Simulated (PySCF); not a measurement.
# C₂H₇FSi₂: NMR shifts at several levels of theory, part 2 of 2

PySCF 2.14.0. Atoms count from 0.

## Step 8: Nuclear shieldings: KT2/pcSseg-2

The job: settings as JSON, then the geometry in Å.

```
{"job": {"kind": "nmr", "xc": "KT2", "basis": "pcSseg-2", "pop": false}, "charge": 0, "multiplicity": 1}
F      1.332585     0.140927     2.141309
Si     1.175111    -0.123254     0.539621
C     -0.218661    -1.338836     0.172580
Si    -1.212289     0.133504    -0.528383
C      0.277537     1.305420    -0.301241
H      2.531843    -0.469374     0.024993
H      0.046005    -2.104792    -0.574272
H     -0.655892    -1.846933     1.045469
H     -2.380009     0.504097     0.326836
H     -1.665284    -0.037426    -1.942594
H      0.100874     2.190045     0.329459
H      0.742840     1.641362    -1.241594
```

Method: GIAO KT2/pcSseg-2 NMR shielding, non-relativistic, gas phase.

What it wrote:

```text
coarse grid: 10848 points
cycle   1  E = -767.0027177110  dE =  3.067e-01  |g| = 8.815e-01  |ddm| = 2.451e+00
cycle   2  E = -766.5585387544  dE =  4.442e-01  |g| = 1.758e+00  |ddm| = 1.773e+00
cycle   3  E = -767.1488505672  dE = -5.903e-01  |g| = 2.148e-01  |ddm| = 1.352e+00
cycle   4  E = -767.1565640828  dE = -7.714e-03  |g| = 9.858e-02  |ddm| = 1.930e-01
cycle   5  E = -767.1588110140  dE = -2.247e-03  |g| = 1.590e-02  |ddm| = 7.771e-02
cycle   6  E = -767.1588802539  dE = -6.924e-05  |g| = 6.201e-03  |ddm| = 2.097e-02
cycle   7  E = -767.1588886020  dE = -8.348e-06  |g| = 1.409e-03  |ddm| = 6.597e-03
final grid: 95480 points
cycle   8  E = -767.1891007646  dE = -2.535e-04  |g| = 2.483e-02  |ddm| = 6.384e-02
cycle   9  E = -767.1888859677  dE =  2.148e-04  |g| = 4.143e-02  |ddm| = 3.205e-02
cycle  10  E = -767.1891734369  dE = -2.875e-04  |g| = 6.735e-03  |ddm| = 2.407e-02
cycle  11  E = -767.1891798397  dE = -6.403e-06  |g| = 1.123e-03  |ddm| = 3.792e-03
cycle  12  E = -767.1891801769  dE = -3.372e-07  |g| = 2.274e-04  |ddm| = 1.153e-03
cycle  13  E = -767.1891801851  dE = -8.159e-09  |g| = 1.165e-04  |ddm| = 2.479e-04
cycle  14  E = -767.1891801891  dE = -3.989e-09  |g| = 1.028e-05  |ddm| = 1.123e-04
cycle  15  E = -767.1891801891  dE = -3.047e-11  |g| = 2.305e-06  |ddm| = 1.404e-05
converged SCF energy = -767.1891801891

GIAO shielding tensors (ppm)
atom      isotropic    diamagn.    paramagn.     s11        s22        s33       span
  0 F      328.907     467.790    -138.883    285.907    340.429    360.384     74.477
  1 Si     318.236     877.744    -559.508    279.997    318.009    356.702     76.705
  2 C      177.257     253.312     -76.056    158.123    178.304    195.343     37.220
  3 Si     388.370     880.269    -491.899    356.573    378.297    430.240     73.666
  4 C      177.373     253.296     -75.922    158.212    178.413    195.494     37.281
  5 H       24.792      28.281      -3.489     21.891     22.740     29.746      7.855
  6 H       30.266      30.531      -0.266     26.579     27.878     36.340      9.761
  7 H       30.205      30.110       0.095     26.965     27.044     36.605      9.640
  8 H       26.084      28.946      -2.863     23.064     24.385     30.802      7.738
  9 H       26.073      28.702      -2.629     23.203     24.378     30.639      7.436
 10 H       30.210      30.143       0.067     26.986     27.073     36.572      9.586
 11 H       30.266      30.508      -0.241     26.560     27.862     36.376      9.816
```

Run time: 41 s. Hardware: 1 thread of Arm Neoverse V2, shared host; peak memory 0.93 GiB.

Key values: δ C2 5.0, F0 -192.6, Si1 32.8, Si3 -37.4, H5 6.38, H9 5.10 ppm (means over like atoms).

## Step 9: NMR shieldings: KT3/pcSseg-2

The job, as its differences from that of step 8:

```diff
@@ -1,2 +1,2 @@
-{"job": {"kind": "nmr", "xc": "KT2", "basis": "pcSseg-2", "pop": false}, "charge": 0, "multiplicity": 1}
+{"job": {"kind": "nmr", "xc": "KT3", "basis": "pcSseg-2", "pop": false}, "charge": 0, "multiplicity": 1}
 F      1.332585     0.140927     2.141309
```

With the program's defaults for keys left out, this is: GIAO KT3/pcSseg-2 NMR shielding, non-relativistic, gas phase.

What it wrote:

```text
coarse grid: 10848 points
cycle   1  E = -766.3343667241  dE =  2.881e-01  |g| = 9.015e-01  |ddm| = 2.487e+00
cycle   2  E = -765.8844296636  dE =  4.499e-01  |g| = 1.765e+00  |ddm| = 1.924e+00
cycle   3  E = -766.4887097836  dE = -6.043e-01  |g| = 2.081e-01  |ddm| = 1.499e+00
cycle   4  E = -766.4957686883  dE = -7.059e-03  |g| = 1.009e-01  |ddm| = 1.950e-01
cycle   5  E = -766.4981122348  dE = -2.344e-03  |g| = 1.678e-02  |ddm| = 7.972e-02
cycle   6  E = -766.4981913229  dE = -7.909e-05  |g| = 6.363e-03  |ddm| = 2.166e-02
cycle   7  E = -766.4982004730  dE = -9.150e-06  |g| = 1.219e-03  |ddm| = 7.072e-03
final grid: 95480 points
cycle   8  E = -766.5231690774  dE = -2.619e-04  |g| = 2.562e-02  |ddm| = 5.805e-02
cycle   9  E = -766.5229832313  dE =  1.858e-04  |g| = 4.131e-02  |ddm| = 2.890e-02
cycle  10  E = -766.5232350375  dE = -2.518e-04  |g| = 6.513e-03  |ddm| = 2.242e-02
cycle  11  E = -766.5232408869  dE = -5.849e-06  |g| = 7.216e-04  |ddm| = 3.443e-03
cycle  12  E = -766.5232410255  dE = -1.385e-07  |g| = 2.316e-04  |ddm| = 8.805e-04
cycle  13  E = -766.5232410379  dE = -1.241e-08  |g| = 7.988e-05  |ddm| = 2.028e-04
cycle  14  E = -766.5232410396  dE = -1.752e-09  |g| = 1.227e-05  |ddm| = 7.673e-05
cycle  15  E = -766.5232410397  dE = -4.388e-11  |g| = 2.259e-06  |ddm| = 1.437e-05
converged SCF energy = -766.5232410397

GIAO shielding tensors (ppm)
atom      isotropic    diamagn.    paramagn.     s11        s22        s33       span
  0 F      336.320     468.909    -132.590    296.782    350.710    361.467     64.685
  1 Si     333.127     877.363    -544.236    296.877    333.892    368.613     71.737
  2 C      177.111     252.736     -75.625    158.859    178.643    193.832     34.973
  3 Si     394.922     879.852    -484.930    367.200    384.055    433.510     66.310
  4 C      177.221     252.717     -75.495    158.951    178.737    193.976     35.025
  5 H       25.254      28.657      -3.404     22.341     23.201     30.219      7.878
  6 H       30.484      30.631      -0.147     26.869     28.063     36.521      9.652
  7 H       30.413      30.219       0.195     27.174     27.303     36.762      9.588
  8 H       26.481      29.526      -3.045     23.541     24.741     31.160      7.619
  9 H       26.474      29.185      -2.712     23.664     24.737     31.020      7.356
 10 H       30.419      30.252       0.167     27.192     27.334     36.730      9.537
 11 H       30.485      30.606      -0.121     26.850     28.049     36.556      9.707
```

Wall time 41 s (1 thread of Arm Neoverse V2, shared host); peak memory 0.93 GiB.

This run: δ C2 4.1, F0 -189.4, Si1 25.1, Si3 -36.7, H5 6.10, H9 4.88 ppm (means over like atoms).

## Step 10: Shielding tensors: B97-D/pcSseg-2

The job, as its differences from that of step 9:

```diff
@@ -1,2 +1,2 @@
-{"job": {"kind": "nmr", "xc": "KT3", "basis": "pcSseg-2", "pop": false}, "charge": 0, "multiplicity": 1}
+{"job": {"kind": "nmr", "xc": "B97-D", "basis": "pcSseg-2", "pop": false}, "charge": 0, "multiplicity": 1}
 F      1.332585     0.140927     2.141309
```

Method: GIAO B97-D/pcSseg-2 NMR shielding, non-relativistic, gas phase.

What it wrote:

```text
coarse grid: 10848 points
cycle   1  E = -759.1430031787  dE =  2.673e-01  |g| = 8.852e-01  |ddm| = 2.547e+00
cycle   2  E = -758.7531967416  dE =  3.898e-01  |g| = 1.659e+00  |ddm| = 1.692e+00
cycle   3  E = -759.2951181699  dE = -5.419e-01  |g| = 1.869e-01  |ddm| = 1.267e+00
cycle   4  E = -759.3004514154  dE = -5.333e-03  |g| = 8.494e-02  |ddm| = 1.569e-01
cycle   5  E = -759.3020007615  dE = -1.549e-03  |g| = 1.846e-02  |ddm| = 6.770e-02
cycle   6  E = -759.3020981460  dE = -9.738e-05  |g| = 5.504e-03  |ddm| = 2.180e-02
cycle   7  E = -759.3021052370  dE = -7.091e-06  |g| = 9.785e-04  |ddm| = 6.114e-03
final grid: 95480 points
cycle   8  E = -759.2991118080  dE = -8.529e-05  |g| = 1.935e-02  |ddm| = 4.078e-02
cycle   9  E = -759.2989598844  dE =  1.519e-04  |g| = 3.605e-02  |ddm| = 2.429e-02
cycle  10  E = -759.2991604810  dE = -2.006e-04  |g| = 2.684e-03  |ddm| = 1.777e-02
cycle  11  E = -759.2991613684  dE = -8.873e-07  |g| = 2.210e-04  |ddm| = 1.351e-03
cycle  12  E = -759.2991613790  dE = -1.059e-08  |g| = 1.002e-04  |ddm| = 3.305e-04
cycle  13  E = -759.2991613817  dE = -2.764e-09  |g| = 2.014e-05  |ddm| = 1.120e-04
cycle  14  E = -759.2991613818  dE = -8.913e-11  |g| = 8.337e-06  |ddm| = 1.959e-05
converged SCF energy = -759.2991613818

GIAO shielding tensors (ppm)
atom      isotropic    diamagn.    paramagn.     s11        s22        s33       span
  0 F      338.384     467.910    -129.526    302.264    351.164    361.722     59.458
  1 Si     314.886     876.330    -561.445    277.916    315.711    351.030     73.115
  2 C      175.502     253.127     -77.626    157.483    176.840    192.181     34.698
  3 Si     375.410     878.858    -503.448    348.835    363.836    413.558     64.723
  4 C      175.618     253.106     -77.489    157.584    176.939    192.330     34.746
  5 H       25.258      28.670      -3.413     22.342     23.218     30.213      7.871
  6 H       30.614      30.703      -0.088     27.078     28.241     36.524      9.446
  7 H       30.534      30.309       0.225     27.350     27.511     36.742      9.392
  8 H       26.479      29.491      -3.011     23.555     24.746     31.137      7.581
  9 H       26.470      29.191      -2.721     23.658     24.739     31.013      7.355
 10 H       30.540      30.339       0.200     27.367     27.541     36.711      9.344
 11 H       30.615      30.679      -0.064     27.059     28.227     36.559      9.500
```

It took 39 s on 1 thread of Arm Neoverse V2, shared host; peak memory 0.89 GiB.

Key values: δ C2 3.5, F0 -184.2, Si1 21.7, Si3 -38.9, H5 6.14, H9 4.93 ppm (means over like atoms).

## Step 11: NMR shieldings: B3LYP/pcSseg-2

The job, as its differences from that of step 10:

```diff
@@ -1,2 +1,2 @@
-{"job": {"kind": "nmr", "xc": "B97-D", "basis": "pcSseg-2", "pop": false}, "charge": 0, "multiplicity": 1}
+{"job": {"kind": "nmr", "xc": "B3LYP", "basis": "pcSseg-2", "pop": false}, "charge": 0, "multiplicity": 1}
 F      1.332585     0.140927     2.141309
```

Method: GIAO B3LYP/pcSseg-2 NMR shielding, non-relativistic, gas phase.

What it wrote:

```text
coarse grid: 10848 points
cycle   1  E = -759.3610720677  dE =  2.902e-01  |g| = 7.767e-01  |ddm| = 2.486e+00
cycle   2  E = -759.2202464505  dE =  1.408e-01  |g| = 1.178e+00  |ddm| = 1.106e+00
cycle   3  E = -759.4750825128  dE = -2.548e-01  |g| = 1.149e-01  |ddm| = 7.180e-01
cycle   4  E = -759.4768905321  dE = -1.808e-03  |g| = 4.523e-02  |ddm| = 8.143e-02
cycle   5  E = -759.4773274253  dE = -4.369e-04  |g| = 9.428e-03  |ddm| = 3.327e-02
cycle   6  E = -759.4773483143  dE = -2.089e-05  |g| = 1.815e-03  |ddm| = 9.075e-03
cycle   7  E = -759.4773492506  dE = -9.363e-07  |g| = 2.237e-04  |ddm| = 2.321e-03
final grid: 95480 points
cycle   8  E = -759.4836868903  dE = -4.092e-05  |g| = 4.341e-03  |ddm| = 2.464e-02
cycle   9  E = -759.4836825201  dE =  4.370e-06  |g| = 5.877e-03  |ddm| = 6.696e-03
cycle  10  E = -759.4836912150  dE = -8.695e-06  |g| = 5.998e-04  |ddm| = 4.098e-03
cycle  11  E = -759.4836912547  dE = -3.975e-08  |g| = 2.952e-04  |ddm| = 3.565e-04
cycle  12  E = -759.4836912670  dE = -1.230e-08  |g| = 6.370e-05  |ddm| = 1.567e-04
cycle  13  E = -759.4836912676  dE = -5.591e-10  |g| = 6.420e-06  |ddm| = 3.448e-05
converged SCF energy = -759.4836912676

GIAO shielding tensors (ppm)
atom      isotropic    diamagn.    paramagn.     s11        s22        s33       span
  0 F      342.211     468.047    -125.835    306.726    356.840    363.068     56.342
  1 Si     302.312     875.084    -572.772    266.029    302.398    338.510     72.481
  2 C      175.519     252.387     -76.868    157.104    176.728    192.726     35.623
  3 Si     365.087     877.566    -512.479    339.512    353.226    402.523     63.011
  4 C      175.634     252.377     -76.744    157.184    176.836    192.882     35.698
  5 H       25.387      28.509      -3.122     22.456     23.325     30.381      7.924
  6 H       30.662      30.815      -0.153     27.053     28.208     36.724      9.671
  7 H       30.565      30.397       0.168     27.298     27.493     36.903      9.605
  8 H       26.531      29.178      -2.647     23.609     24.705     31.280      7.671
  9 H       26.528      28.928      -2.400     23.683     24.699     31.203      7.520
 10 H       30.571      30.428       0.142     27.317     27.523     36.872      9.555
 11 H       30.661      30.796      -0.134     27.033     28.193     36.757      9.724
```

Run time: 28 s. Hardware: 1 thread of Arm Neoverse V2, shared host; peak memory 1.1 GiB.

Key values: δ C2 3.6, F0 -172.5, Si1 22.3, Si3 -40.5, H5 6.00, H9 4.86 ppm (means over like atoms).

## Step 12: Comparing the runs: NMR shifts

Shifts (ppm) of some atoms, chosen among heavy atoms and hydrogens apart, means over like atoms, with basis size and wall time:

```csv
run,C2,H5,H8,H9,F0,Si1,Si3,functions,time
HF/pcSseg-2,-1.0,5.27,4.47,4.45,-132.0,11.5,-37.5,292,17 s
LDA/pcSseg-2,5.3,6.67,5.34,5.34,-186.0,37.4,-43.2,292,33 s
PBE/pcSseg-2,4.2,6.39,5.10,5.11,-186.2,28.8,-41.0,292,39 s
BLYP/pcSseg-2,4.9,6.27,4.99,5.01,-185.9,23.7,-41.7,292,37 s
BP86/pcSseg-2,4.2,6.37,5.09,5.09,-186.9,28.0,-40.3,292,39 s
OPBE/pcSseg-2,2.7,6.23,5.01,5.00,-184.3,26.6,-37.6,292,41 s
KT2/pcSseg-2,5.0,6.38,5.09,5.10,-192.6,32.8,-37.4,292,41 s
KT3/pcSseg-2,4.1,6.10,4.87,4.88,-189.4,25.1,-36.7,292,41 s
B97-D/pcSseg-2,3.5,6.14,4.92,4.93,-184.2,21.7,-38.9,292,39 s
B3LYP/pcSseg-2,3.6,6.00,4.86,4.86,-172.5,22.3,-40.5,292,28 s
```

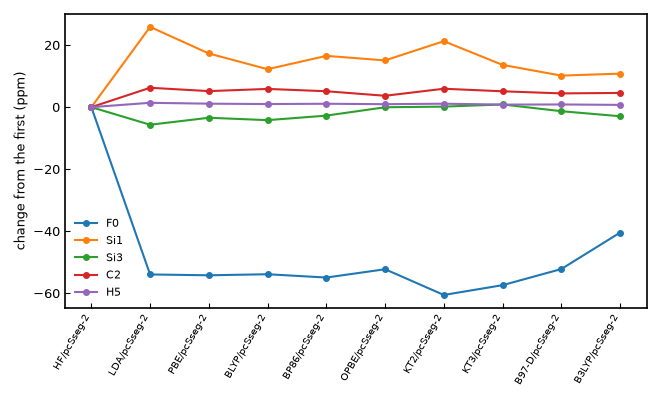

How five of the tabulated atoms move from run to run.

## Step 13: Results

This closing draws on all 2 parts.

| quantity | value |
| --- | --- |
| 13C shifts against TMS (HF/pcSseg-2, means over atoms taken as alike) | -1.0 ppm |
| 1H shifts against TMS (HF/pcSseg-2, means over atoms taken as alike) | 5.27, 4.47, 4.45, 0.58, 0.42 ppm |
| 19F shifts against CFCl3 (HF/pcSseg-2) | -132.0 ppm |
| 29Si shifts against TMS (HF/pcSseg-2) | 11.5, -37.5 ppm |
| range of the shift of F0 | -192.6 to -132.0 ppm |

Single values in the summary come from the first run of each kind that ended normally (HF/pcSseg-2), which need not be the best level. At HF/pcSseg-2: The widest tensor belongs to Si1: span 48 ppm, with a paramagnetic part of -502 ppm. In ppm, F0 moves most: its shift spreads over 60.5 ppm, from -192.6 (KT2/pcSseg-2) to -132.0 (HF/pcSseg-2).
